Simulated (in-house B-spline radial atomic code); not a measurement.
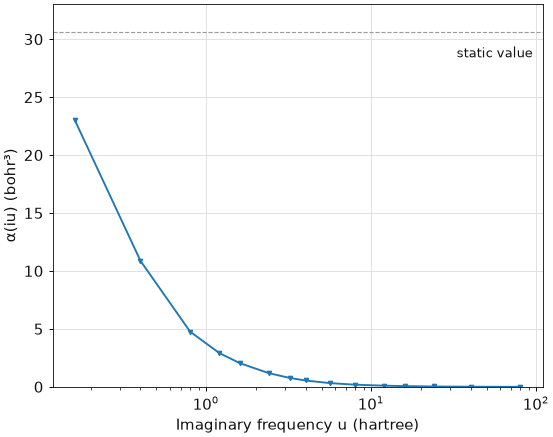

Dipole polarisability at imaginary frequency of Nb³⁺ (niobium, Z = 41), [Kr] 5s². Relativistic RPA on Dirac–Hartree–Fock, no-pair Dirac–Coulomb, finite nucleus, computed with a B-spline radial code.

Question: Give the static polarisability, its fall-off and C₆.

Answer: The static dipole polarisability is 30.6 bohr³; α(iu) falls to half of it near u = 0.29 hartree. The Casimir–Polder integral gives C₆ = 212 hartree bohr⁶ for two such species.

Note: not the ground configuration; RPA unstable for a multipole; RPA puts the weak triplet-like excitations of an outer s2 shell too low.
